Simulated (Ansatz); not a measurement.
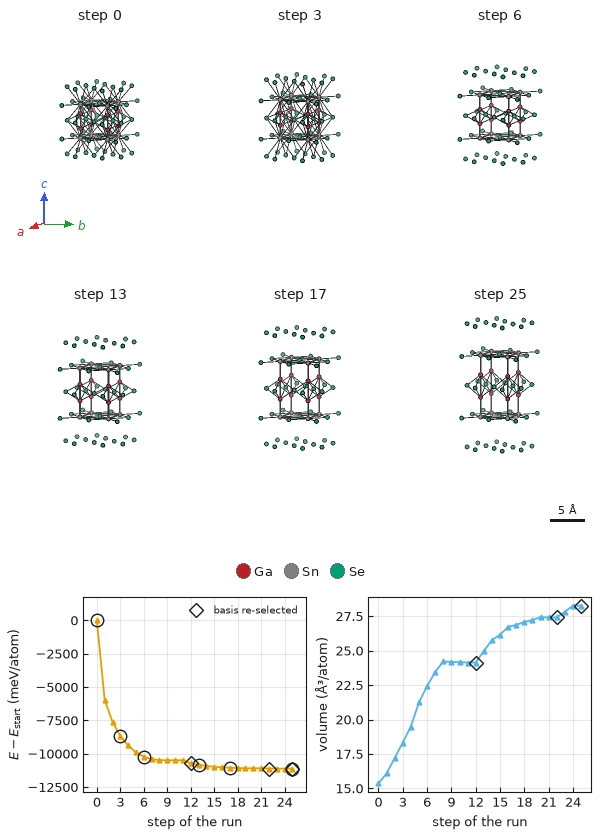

Frames of a relaxation of a crystal of Ga2SnSe3 (a generated structure, set up in P4/mmm) (coarse preliminary run), marked on the history of the run. Style: ball-and-stick. Shown: the cell of the calculation, slightly off an axis.

Theory: DFT PBE, scalar-relativistic, plane waves, PAW in Ansatz 0.2.0.

Input
```yaml
crystal:
  lattice:
    - [4.28641142, 0.0, 0.0]
    - [0.0, 4.28641142, 0.0]
    - [0.0, 0.0, 5.01790057]
  atoms:
    - { symbol: Ga, position: [0.0, 0.0, 0.71842139] }
    - { symbol: Ga, position: [0.0, 0.0, 0.28157861] }
    - { symbol: Sn, position: [0.0, 0.0, 0.0] }
    - { symbol: Se, position: [0.0, 0.5, 0.5] }
    - { symbol: Se, position: [0.5, 0.0, 0.5] }
    - { symbol: Se, position: [0.5, 0.5, 0.0] }
basis:
  ecutwfc: 420
kpoints:
  mp_grid: { grid: [4, 4, 4] }
hamiltonian:
  xc: pbe
scf:
  occupations: { method: gaussian, width: 0.1 }
  lower_state_search: "off"
output:
  forces: true
  stress: true
  eigenvalues: true
relax:
  adjacent_minimum: "off"
  f_tol: 0.04
  max_steps: 70
  cell: { stress_tol: 0.4 }
```

Launched with:
```bash
ansatz run input.yaml --threads 1 --pin off --max-ram 2560MiB --backend cpu --events-out ev --progress --plain --runs-dir out
```

Describe the path.

Answer. Over 22 accepted moves (25 points after the start) the energy falls by 11109 meV per atom. The largest force component goes from 110 to 0.011 eV/Å. The pressure goes from 232.43 to −0.05 GPa. The SCF was repeated 3 times at an unchanged geometry on a basis and grid sized afresh for the cell, which shifted the energy by 237 meV per atom at most. The largest moves relative to the cell, 0.31 Å, are those of Ga1 and Ga2. Ga1 goes along −c. Se and Sn stay in place. The volume changes by +84.0 %, with a = b 4.286 → 4.296 Å (+0.2 %), c 5.018 → 9.193 Å (+83.2 %). Some distances before and after: Sn3–Se4 3.300 → 5.074 Å, Se4–Se6 3.300 → 5.074 Å, Ga1–Sn3 1.413 → 2.903 Å, Ga1–Ga2 2.192 → 3.388 Å. Bonds break, among them: Ga1–Ga2 (2.19 → 3.39 Å). Bond angles that change, for instance: Ga1–Se4–Ga1 125.8° → 103.5°, Se4–Ga1–Se4 125.8° → 103.5°, Se4–Ga1–Se5 78.0° → 67.5°. The space group stays P4/mmm (No. 123). From step 0 to 3: Ga atoms move most (0.30 Å), volume +19.3 %, energy −8674 meV per atom. From step 3 to 6: volume +22.3 %, energy −1536 meV per atom. From step 6 to 13: Ga atoms move most (0.02 Å), volume +11.4 %, energy −613 meV per atom. From step 13 to 17: Ga atoms move most (0.10 Å), volume +7.6 %, energy −226 meV per atom. From step 17 to 25: Ga atoms move most (0.04 Å), volume +5.2 %, energy −60.0 meV per atom.

| step | E − E(0), meV/atom | largest force component, eV/Å | pressure, GPa | volume, Å³/atom | note |
| --- | --- | --- | --- | --- | --- |
| 0 | 0.00 | 109.4540 | 232.43 | 15.366 |  |
| 1 | -5967.20 | 28.6759 | 134.25 | 16.088 |  |
| 2 | -7598.94 | 14.1958 | 94.84 | 17.199 |  |
| 3 | -8673.98 | 5.1579 | 67.27 | 18.336 |  |
| 4 | -9374.55 | 1.8818 | 47.68 | 19.497 |  |
| 5 | -9898.10 | 1.7223 | 29.13 | 21.259 |  |
| 6 | -10210.25 | 0.8682 | 18.10 | 22.421 |  |
| 7 | -10395.26 | 0.2193 | 9.03 | 23.452 |  |
| 8 | -10472.70 | 0.0770 | 1.75 | 24.223 |  |
| 9 | -10481.41 | 0.1597 | 0.16 | 24.174 |  |
| 10 | -10481.57 | 0.0483 | 0.03 | 24.177 |  |
| 11 | -10481.82 | 0.0032 | 0.04 | 24.141 |  |
| 12 | -10718.85 | 0.0044 | 9.41 | 24.141 | same geometry, new basis |
| 13 | -10823.08 | 0.1614 | 6.51 | 24.987 |  |
| 14 | -10903.90 | 0.2507 | 4.22 | 25.764 |  |
| 15 | -10969.21 | 0.0645 | 2.85 | 26.175 |  |
| 16 | -11014.84 | 0.3831 | 1.77 | 26.728 |  |
| 17 | -11049.15 | 0.0278 | 1.05 | 26.885 |  |
| 18 | -11069.35 | 0.0579 | 0.80 | 27.087 |  |
| 19 | -11082.85 | 0.0661 | 0.35 | 27.232 |  |
| 20 | -11083.65 | 0.0715 | -0.14 | 27.442 |  |
| 21 | -11083.96 | 0.0232 | -0.02 | 27.413 |  |
| 22 | -11102.26 | 0.0047 | 0.90 | 27.413 | same geometry, new basis |
| 23 | -11107.74 | 0.0049 | 0.41 | 27.833 |  |
| 24 | -11109.02 | 0.0114 | -0.04 | 28.274 |  |
| 25 | -11109.12 | 0.0113 | -0.05 | 28.274 | same geometry, new basis |
